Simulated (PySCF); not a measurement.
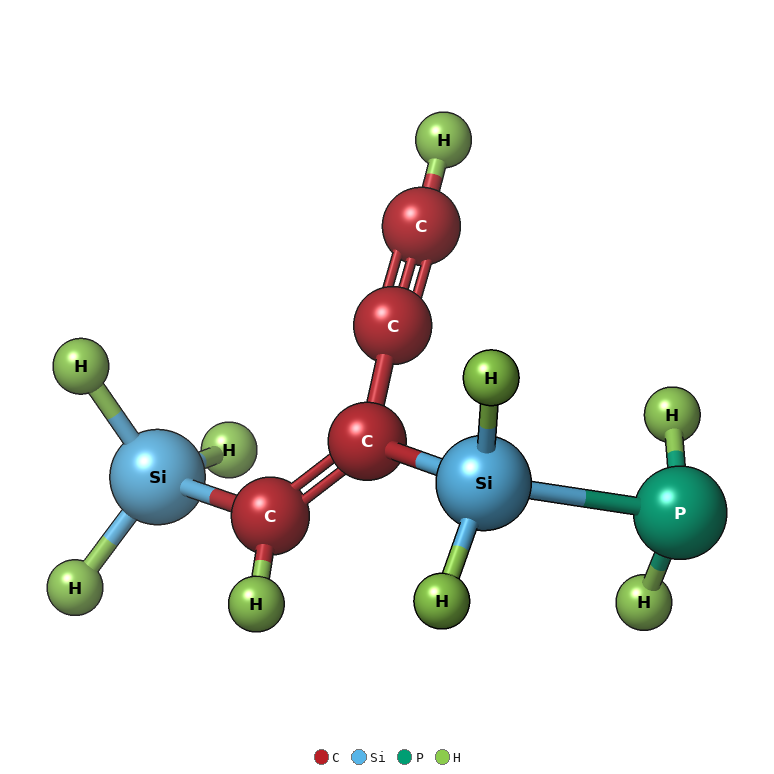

The computed structure is the end point of a GFN2-xTB optimisation. No frequency run is at hand to confirm it as a minimum. Method: B3LYP/def2-SVPD, gas phase (PySCF 2.14.0). Excitations: vertical, linear response.

Q: Give the HOMO energy (Kohn–Sham orbital) at this level.

A: −7.00 eV.

Q: What is the LUMO energy (Kohn–Sham orbital)?

A: −1.85 eV.

Q: Give the lowest vertical singlet excitation at this level.

A: 4.46 eV.

Q: What is the dipole moment?

A: 0.54 D.

The geometry is semi-empirical. Around P, Si such bond lengths and angles can be off by a tenth of an ångström or more and by several degrees, and values that hang on the shape move with them.
